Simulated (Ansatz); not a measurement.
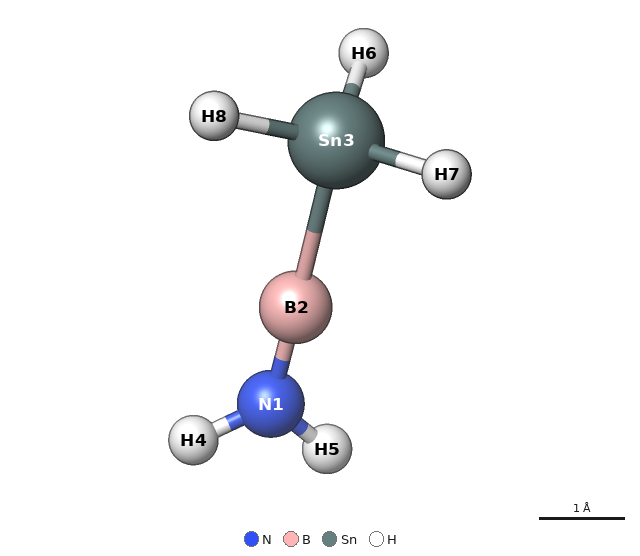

The view is orthographic, and the bar gives the scale. The species has charge +1 and is a spin singlet. The computed structure is the end point of a PBE0-D4/def2-TZVP optimisation. No frequency run is at hand to confirm it as a minimum.

Write Cartesian coordinates in Å in the frame of the picture: x to the right, y up, z towards the viewer, origin at the mean of the atomic positions.

```xyz
8
BH5NSn
N   -0.42  -1.70  -0.89
B   -0.12  -0.56  -0.30
Sn   0.36   1.43   0.74
H   -1.34  -2.14  -0.85
H    0.25  -2.24  -1.44
H    0.69   2.47  -0.55
H    1.67   1.02   1.72
H   -1.09   1.72   1.56
```
